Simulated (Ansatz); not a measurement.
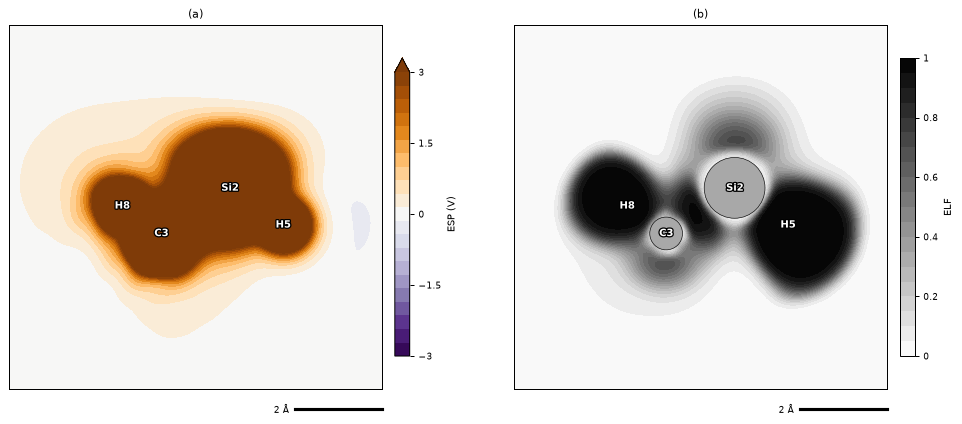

Figure 1: H$_{2}$···CH$_{5}$Si (doublet). (a) molecular electrostatic potential; (b) electron localisation function on the plane of atoms Si2, C3 and H8. Grey discs cover the atomic cores in the ELF map.

Method: UKS B3LYP-D4/def2-SVPD (Ansatz).

| atom | x (Å) | y (Å) | z (Å) |
| --- | --- | --- | --- |
| H | -0.7684 | -0.5360 | 2.5837 |
| Si | -0.7906 | -0.3316 | -0.6946 |
| C | 0.9237 | 0.4678 | -0.6225 |
| H | -0.6257 | -0.5105 | 3.3317 |
| H | -1.8074 | 0.6026 | -1.2686 |
| H | -0.7733 | -1.5962 | -1.4929 |
| H | 0.9066 | 1.3912 | -0.0249 |
| H | 1.6624 | -0.2139 | -0.1751 |
| H | 1.2726 | 0.7266 | -1.6369 |

Describe what can be read from this map.

Answer. Atoms in the plane: Si, C and H.
C–Si (1.89 Å): the ELF peaks at about 0.95 between the atoms: a shared electron pair.
C–H (1.10 Å): the ELF climbs to about 1 towards the hydrogen, as it does in any bond to H (a covalent bond by its length).
Si–H (1.50 Å): the ELF climbs to about 1 towards the hydrogen.
The potential has no marked negative region in this plane.
